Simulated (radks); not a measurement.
# Numerical settings for Nb³⁸⁺

Aim: see which numerical settings matter for the niobium ion Nb38+. Each run changes a setting or two against a run with the defaults. The defaults are a mesh step of 0.008 in ln r, a mesh end at 40 bohr or more, Anderson mixing 0.5 over 9 steps and a tight residual threshold, with the energy settled to 1e-9 hartree as well; every run has a cap on iterations.

Program: radks (a radial shooting solver on a logarithmic mesh, Libxc functionals) version 1. Level of theory: scalar-relativistic Kohn-Sham, PBEsol, spin-polarised, spherical densities, finite nucleus; open shells are filled with parallel spins first. These are calculated values, not measurements, unless marked.

## Step 1: Starting point

- element: niobium (Z = 41)
- charge: +38
- electrons: 3
- configuration: [He] 2s1
- nuclear rms radius: 4.324 fm

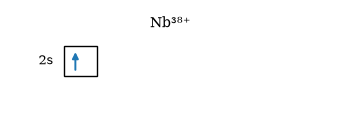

Outer shells as boxes.

## Step 2: Default settings

The run's settings:

```text
Z 41
configuration [He] 2s1
relativity scalar-relativistic
functional pbe_sol,pbe_sol
spin polarised
nucleus finite rms 4.324 fm
c 137.035999084
max_iterations 88
```

Command:

```console
python run_ks.py task.json out
```

This one command runs every case of the session in turn.

## Step 3: Mesh step in ln r 0.2

Input: that of step 2 with these lines changed.

```diff
@@ -7,2 +7,3 @@
 c 137.035999084
+mesh_step 0.2
 max_iterations 88
```

## Step 4: Mesh step in ln r 0.003

Input: that of step 3 with these lines changed.

```diff
@@ -7,3 +7,3 @@
 c 137.035999084
-mesh_step 0.2
+mesh_step 0.003
 max_iterations 88
```

## Step 5: Mesh step in ln r 0.05

Input: that of step 4 with these lines changed.

```diff
@@ -7,3 +7,3 @@
 c 137.035999084
-mesh_step 0.003
+mesh_step 0.05
 max_iterations 88
```

## Step 6: Mesh end (bohr) 20

Input: that of step 5 with these lines changed.

```diff
@@ -7,3 +7,3 @@
 c 137.035999084
-mesh_step 0.05
+mesh_end 20
 max_iterations 88
```

## Step 7: Mesh end (bohr) 1

Input: that of step 6 with these lines changed.

```diff
@@ -7,3 +7,3 @@
 c 137.035999084
-mesh_end 20
+mesh_end 1
 max_iterations 88
```

## Step 8: Residual threshold 1e-13

Input: that of step 7 with these lines changed.

```diff
@@ -7,3 +7,3 @@
 c 137.035999084
-mesh_end 1
+threshold 1e-13
 max_iterations 88
```

## Step 9: Residual threshold 1e-16

Input: that of step 8 with these lines changed.

```diff
@@ -7,3 +7,3 @@
 c 137.035999084
-threshold 1e-13
+threshold 1e-16
 max_iterations 88
```

## Step 10: Mixing 2.5

Input: that of step 9 with these lines changed.

```diff
@@ -7,3 +7,3 @@
 c 137.035999084
-threshold 1e-16
+mixing 2.5
 max_iterations 88
```

## Step 11: Mixing history 1, mixing 1

Input: that of step 10 with these lines changed.

```diff
@@ -7,3 +7,4 @@
 c 137.035999084
-mixing 2.5
+history 1
+mixing 1
 max_iterations 88
```

## Step 12: Mixing history 1, mixing 0.5

Input: that of step 11 with these lines changed.

```diff
@@ -8,3 +8,3 @@
 history 1
-mixing 1
+mixing 0.5
 max_iterations 88
```

## Step 13: Mixing history 20

Input: that of step 12 with these lines changed.

```diff
@@ -7,4 +7,3 @@
 c 137.035999084
-history 1
-mixing 0.5
+history 20
 max_iterations 88
```

## Step 14: Iteration cap 2

Input: that of step 13 with these lines changed.

```diff
@@ -7,3 +7,2 @@
 c 137.035999084
-history 20
-max_iterations 88
+max_iterations 2
```

Before running it: what results should come out? Wanted: for each run, setting; iterations; converged; change of E.

**Answer**, as computed:

| setting | mesh points | iterations | converged | change of E (mhartree) | time |
| --- | --- | --- | --- | --- | --- |
| Default settings | 2189 | 13 | yes | 0 | 0.05 s |
| mesh step in ln r 0.2 | 88 | 88 | no | - | 0.1 s |
| mesh step in ln r 0.003 | 5835 | 16 | yes | 0 | 0.14 s |
| mesh step in ln r 0.05 | 351 | 12 | yes | -0.0003481 | 0.02 s |
| mesh end (bohr) 20 | 2102 | 13 | yes | 0 | 0.05 s |
| mesh end (bohr) 1 | 1727 | 13 | yes | 0 | 0.05 s |
| residual threshold 1e-13 | 2189 | 88 | no | - | 0.24 s |
| residual threshold 1e-16 | 2189 | 88 | no | - | 0.24 s |
| mixing 2.5 | 2189 | 18 | yes | 0 | 0.07 s |
| mixing history 1, mixing 1 | 2189 | 88 | no | - | 0.21 s |
| mixing history 1, mixing 0.5 | 2189 | 34 | yes | 0 | 0.12 s |
| mixing history 20 | 2189 | 13 | yes | 0 | 0.05 s |
| iteration cap 2 | 2189 | 2 | no | - | 0.01 s |

A zero stands for a change under the printed digits. No run that converges misses the default energy by more than 1 mhartree. Not converged or rejected: mesh step in ln r 0.2; residual threshold 1e-13; residual threshold 1e-16; mixing history 1, mixing 1; iteration cap 2.
